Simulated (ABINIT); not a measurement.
# Quasiparticle gap of MoS2 (P6_3/mmc) in ABINIT

Aim: the G0W0 gap of MoS2 (P6_3/mmc) on PBE with spin-orbit coupling, step by step.

Calculated with ABINIT 10.8.3; PBE and many-body steps on it, plane waves.

The database entry behind the starting cell differs from later determinations by our own check (about 0.3 % long), so it need not match the best structure at ambient conditions.

### Step 1. Set-up

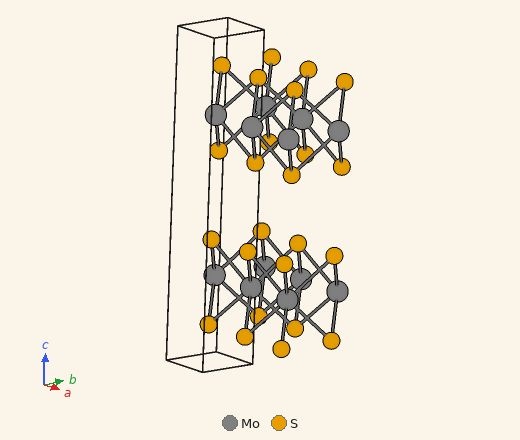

The starting structure, seen slightly off an axis (molybdenum grey, sulfur orange). 3×2×1 cells are drawn.

The cell and positions come from the Crystallography Open Database and are kept as given unless a step says otherwise.

### Step 2. Ground state

This step: ABINIT 10.8.3; DFT, PBE with spin-orbit coupling, plane waves, norm-conserving pseudopotentials.

The ground-state density comes first.

Contents of run.abi:

```
acell 3*1.0 Angstrom
rprim 
  3.169000000004 -0.000000000001 0.000000000000
  -1.584500000001 2.744434504597 0.000000000000
  0.000000000000 0.000000000000 12.324000000000
ntypat 2
znucl 42 16
natom 6
typat 1 1 2 2 2 2
xred 
  0.333333333333 0.666666666667 0.250000000000
  0.666666666667 0.333333333333 0.750000000000
  0.333333333333 0.666666666667 0.623000000000
  0.666666666667 0.333333333333 0.123000000000
  0.333333333333 0.666666666667 0.877000000000
  0.666666666667 0.333333333333 0.377000000000
pp_dirpath "pseudos"
pseudos "Mo.upf, S.upf"
ecut 36
nspinor 2
ngkpt 6 6 2
nshiftk 1
shiftk 0 0 0
kptopt 1
chksymbreak 0
nband 66
occopt 1
tolvrs 1e-10
nstep 60
prtwf 0
optforces 0
optstress 0
indata_prefix "in"
outdata_prefix "out"
tmpdata_prefix "tmp"
```

Run with:

```bash
$ OMP_NUM_THREADS=1 mpirun -n 8 abinit run.abi > log
```

Numbers of over 12 decimals in the logs are rounded to 6 here.

The program printed:

```text
.Version 10.8.3 of ABINIT. v10.8.2 released Aug 2026.

 Symmetries : space group P6_3/m m c (#194); Bravais hP (primitive hexag.)
================================================================================
 Values of the parameters that define the memory need of the present run
     intxc =       0    ionmov =       0      iscf =       7    lmnmax =      15
     lnmax =      15     mgfft =     128  mpssoang =       5    mqgrid =    6291
     natom =       6  nloc_mem =       1    nspden =       1   nspinor =       2
    nsppol =       1      nsym =      24    n1xccc =    2501    ntypat =       2
    occopt =       1   xclevel =       2
-    mband =          66        mffmem =           1         mkmem =           2
       mpw =        7490          nfft =      165888          nkpt =          14
================================================================================
  Rough estimation (10% accuracy) of disk space for files :
================================================================================

--------------------------------------------------------------------------------
------------- Echo of variables that govern the present computation ------------
--------------------------------------------------------------------------------
 -outvars: echo values of preprocessed input variables --------
            acell      1.8897261259E+00  1.8897261259E+00  1.8897261259E+00 Bohr

      chksymbreak           0
             ecut      3.60000000E+01 Hartree
-          fftalg         312

              ixc     -101130
              kpt      0.00000000E+00  0.00000000E+00  0.00000000E+00
                       1.66666667E-01  0.00000000E+00  0.00000000E+00
                       3.33333333E-01  0.00000000E+00  0.00000000E+00
                       5.00000000E-01  0.00000000E+00  0.00000000E+00
                       1.66666667E-01  1.66666667E-01  0.00000000E+00
                       3.33333333E-01  1.66666667E-01  0.00000000E+00
                       3.33333333E-01  3.33333333E-01  0.00000000E+00
                       0.00000000E+00  0.00000000E+00  5.00000000E-01
                       1.66666667E-01  0.00000000E+00  5.00000000E-01
                       3.33333333E-01  0.00000000E+00  5.00000000E-01
                       5.00000000E-01  0.00000000E+00  5.00000000E-01
[...]
kptrlatt        6    0    0      0    6    0      0    0    2
          kptrlen      3.59312526E+01
P           mkmem           2
            natom           6
            nband          66
            ngfft          36      36     128
             nkpt          14
          nspinor           2
            nstep          60
             nsym          24
           ntypat           2
              occ      1.000000  1.000000  1.000000  1.000000  1.000000  1.000000
                       1.000000  1.000000  1.000000  1.000000  1.000000  1.000000
                       1.000000  1.000000  1.000000  1.000000  1.000000  1.000000
                       1.000000  1.000000  1.000000  1.000000  1.000000  1.000000
                       1.000000  1.000000  1.000000  1.000000  1.000000  1.000000
                       1.000000  1.000000  1.000000  1.000000  1.000000  1.000000
                       1.000000  1.000000  1.000000  1.000000  1.000000  1.000000
                       1.000000  1.000000  1.000000  1.000000  1.000000  1.000000
                       1.000000  1.000000  1.000000  1.000000  0.000000  0.000000
                       0.000000  0.000000  0.000000  0.000000  0.000000  0.000000
                       0.000000  0.000000  0.000000  0.000000  0.000000  0.000000
        optforces           0
        optstress           0
            prtwf           0
            rprim      3.1690000000E+00 -1.0000000000E-12  0.0000000000E+00
[...]
spgroup         194

           tolvrs      1.00000000E-10

             xred      3.3333333333E-01  6.6666666667E-01  2.5000000000E-01
[...]
znucl       42.00000   16.00000

================================================================================

 chkinp: Checking input parameters for consistency.

================================================================================
== DATASET  1 ==================================================================
-   mpi_nproc: 8, omp_nthreads: 1 (-1 if OMP is not activated)

--- !DatasetInfo
iteration_state: {dtset: 1, }
dimensions: {natom: 6, nkpt: 14, mband: 66, nsppol: 1, nspinor: 2, nspden: 1, mpw: 7490, }
cutoff_energies: {ecut:  36.0, pawecutdg:  -1.0, }
electrons: {nelect:   5.20000000E+01, charge:   0.00000000E+00, occopt:   1.00000000E+00, tsmear:   1.00000000E-02, }

 Real(R)+Recip(G) space primitive vectors, cartesian coordinates (Bohr,Bohr^-1):
 R(1)=  5.9885421  0.0000000  0.0000000  G(1)=  0.1669856  0.0964092  0.0000000
 R(2)= -2.9942710  5.1862296  0.0000000  G(2)=  0.0000000  0.1928183  0.0000000
 R(3)=  0.0000000  0.0000000 23.2889848  G(3)=  0.0000000  0.0000000  0.0429388
 Unit cell volume ucvol=  7.2330822E+02 bohr^3
 Angles (23,13,12)=  9.00000000E+01  9.00000000E+01  1.20000000E+02 degrees

 getcut: wavevector=  0.0000  0.0000  0.0000  ngfft=  36  36 128
         ecut(hartree)=     36.000   => boxcut(ratio)=   2.03490

--- Pseudopotential description ------------------------------------------------
[...]
nproj     2     3     2     0
     spin-orbit psp
        nprojso     3     3     0
  pspatm : epsatm=    9.02154350
         --- l  ekb(1:nproj) -->
[...]
1    3.228904    0.888476    0.000329
[...]
spin-orbit 1    0.096764   -0.027776    0.009511
  spin-orbit 2    0.001615    0.000361   -0.000189
 pspatm: atomic psp has been read  and splines computed

   3.53719847E+03                                ecore*ucvol(ha*bohr**3)
--------------------------------------------------------------------------------

_setup2: Arith. and geom. avg. npw (full set) are    7464.403    7464.370

================================================================================

--- !BeginCycle
iteration_state: {dtset: 1, }
solver: {iscf: 7, nstep: 60, nline: 4, wfoptalg: 0, }
tolerances: {tolvrs: 1.00E-10, }

     iter   Etot(hartree)      deltaE(h)  residm     vres2
 ETOT  1  -184.31659350166    -1.843E+02 7.797E-02 3.400E+03
 ETOT  2  -182.34639248238     1.970E+00 4.317E-02 2.817E+04
 ETOT  3  -184.88200704883    -2.536E+00 8.240E-03 3.347E+00
 ETOT  4  -184.88450161567    -2.495E-03 6.229E-03 4.388E+00
 ETOT  5  -184.88487118026    -3.696E-04 1.566E-03 3.994E-01
 ETOT  6  -184.88490316484    -3.198E-05 2.883E-03 1.088E-01
 ETOT  7  -184.88490732863    -4.164E-06 8.923E-04 5.605E-03
 ETOT  8  -184.88490762211    -2.935E-07 1.399E-03 2.573E-05
 ETOT  9  -184.88490762438    -2.265E-09 3.924E-04 1.415E-06
 ETOT 10  -184.88490762475    -3.733E-10 5.792E-04 1.914E-07
 ETOT 11  -184.88490762479    -4.377E-11 1.497E-04 8.660E-09
 ETOT 12  -184.88490762481    -1.569E-11 3.976E-04 2.731E-10
 ETOT 13  -184.88490762481    -5.400E-13 8.706E-05 1.946E-10
 ETOT 14  -184.88490762481     3.212E-12 2.451E-04 8.097E-13

 At SCF step   14       vres2   =  8.10E-13 < tolvrs=  1.00E-10 =>converged.

--- !ResultsGS
iteration_state: {dtset: 1, }
comment   : Summary of ground state results
lattice_vectors:
- [  5.9885421,  -0.0000000,   0.0000000, ]
- [ -2.9942710,   5.1862296,   0.0000000, ]
- [  0.0000000,   0.0000000,  23.2889848, ]
lattice_lengths: [   5.98854,    5.98854,   23.28898, ]
lattice_angles: [ 90.000,  90.000, 120.000, ] # degrees, (23, 13, 12)
lattice_volume:   7.2330822E+02
convergence: {deltae:  3.212E-12, res2:  8.097E-13, residm:  2.451E-04, diffor:  0.000E+00, }
etotal    :  -1.84884908E+02
entropy   :   0.00000000E+00
fermie    :   3.10209693E-01
cartesian_stress_tensor: null
pressure_GPa: null
xred      :
- [  3.3333E-01,   6.6667E-01,   2.5000E-01, Mo]
- [  6.6667E-01,   3.3333E-01,   7.5000E-01, Mo]
- [  3.3333E-01,   6.6667E-01,   6.2300E-01,  S]
- [  6.6667E-01,   3.3333E-01,   1.2300E-01,  S]
- [  3.3333E-01,   6.6667E-01,   8.7700E-01,  S]
- [  6.6667E-01,   3.3333E-01,   3.7700E-01,  S]
cartesian_forces: null
force_length_stats: {min: null, max: null, mean: null, }

 Integrated electronic density in atomic spheres:
 ------------------------------------------------
 Atom  Sphere_radius  Integrated_density
[...]
================================================================================

 ----iterations are completed or convergence reached----

 Mean square residual over all n,k,spin=   15.756E-07; max=  24.511E-05
 reduced coordinates (array xred) for    6 atoms
[...]
0.666666666667      0.333333333333      0.750000000000
       0.333333333333      0.666666666667      0.623000000000
       0.666666666667      0.333333333333      0.123000000000
       0.333333333333      0.666666666667      0.877000000000
       0.666666666667      0.333333333333      0.377000000000
 rms dE/dt=  0.0000E+00; max dE/dt=  0.0000E+00; dE/dt below (all hartree)
    1       0.000000000000      0.000000000000      0.000000000000
    2       0.000000000000      0.000000000000      0.000000000000
    3       0.000000000000      0.000000000000      0.000000000000
    4       0.000000000000      0.000000000000      0.000000000000
    5       0.000000000000      0.000000000000      0.000000000000
    6       0.000000000000      0.000000000000      0.000000000000

 cartesian coordinates (angstrom) at end:
    1      6.7e-13     1.829623     3.081000
    2      1.584500     0.914812     9.243000
    3      6.7e-13     1.829623     7.677852
    4      1.584500     0.914812     1.515852
    5      6.7e-13     1.829623    10.808148
    6      1.584500     0.914812     4.646148
 length scales=  1.889726125908  1.889726125908  1.889726125908 bohr
              =  1.000000000000  1.000000000000  1.000000000000 angstroms
 prteigrs : about to open file out_EIG
 Fermi (or HOMO) energy (hartree) =   0.31021   Average Vxc (hartree)=  -0.40248
 Eigenvalues (hartree) for nkpt=  14  k points:
 kpt#   1, nband= 66, wtk=  0.01389, kpt=  0.0000  0.0000  0.0000 (reduced coord)
  -1.94979   -1.94979   -1.94979   -1.94979   -1.05784   -1.05784   -1.05784   -1.05784
  -0.96872   -0.96872   -0.96872   -0.96872   -0.96276   -0.96276   -0.96276   -0.96276
  -0.23947   -0.23947   -0.22954   -0.22954   -0.19500   -0.19500   -0.17874   -0.17874
   0.05798    0.05798    0.09591    0.09591    0.18184    0.18184    0.18862    0.18862
   0.18908    0.18908    0.19122    0.19122    0.19153    0.19153    0.22846    0.22846
   0.23025    0.23025    0.23161    0.23161    0.23334    0.23334    0.26655    0.26655
   0.26821    0.26821    0.31021    0.31021    0.38567    0.38584    0.38674    0.38678
   0.38843    0.38869    0.38975    0.38984    0.39349    0.39355    0.39383    0.39526
   0.39976    0.39979
 prteigrs : prtvol=0 or 1, do not print more k-points.

--- !EnergyTerms
iteration_state     : {dtset: 1, }
comment             : Components of total free energy in Hartree
kinetic             :  6.00140220730090E+01
hartree             :  5.39738896059805E+01
xc                  : -3.33809913262314E+01
Ewald energy        : -1.19847493795111E+02
psp_core            :  4.89030591340046E+00
local_psp           : -1.73765451140579E+02
non_local_psp       :  2.32308110447246E+01
total_energy        : -1.84884907624807E+02
total_energy_eV     : -5.03097463243114E+03
band_energy         : -1.61960614005652E+01

== END DATASET(S) ==============================================================
================================================================================

 -outvars: echo values of variables after computation  --------
           etotal     -1.8488490762E+02
            nband          66
             nkpt          14
          spgroup         194
 [... the other variables as echoed above ...]

 Calculation completed.
```

Run time: 2.2 min. Hardware: 8 MPI ranks of AMD EPYC 9R45, shared host; peak memory 1.2 GiB; 17 min of CPU time.

This step gave:

| Item | Value |
| --- | --- |
| total energy | -5030.9746 eV |
| gap | 0.8830 eV |
| k of the valence top | 0, 0, 0 |
| k of the conduction bottom | 0.1667, 0.1667, 0 |
| least direct gap | 1.622 eV |

The gap is indirect, with the least direct gap 0.74 eV higher.

(Continued in part 2 of 3.)

[Paths, hosts, dates, memory and timing lines, banners, echoed tables and standing remarks are left out of the program output.]

[Logs are printed without paths, hosts, clocks, repeated set-up lines and the standing remarks that a program may print on its own settings, such as how far it seeks lower states.]

[Runs of the session that timed out or met a known fault of the program may be left out.]

[Hosts, paths, dates, database ids (printed as entryN), source tags and the programs' standing remarks are cut or masked in the printed files.]

[G0W0 gaps are taken among the corrected bands and points alone; a level outside them can change the order at an edge.]

[Where Ansatz stands beside ABINIT at settings called matched, ABINIT's density can come from a denser mesh and the files from another edition; pairs whose starting gaps differed by over 0.03 eV were left out, so agreement reads better than it is.]
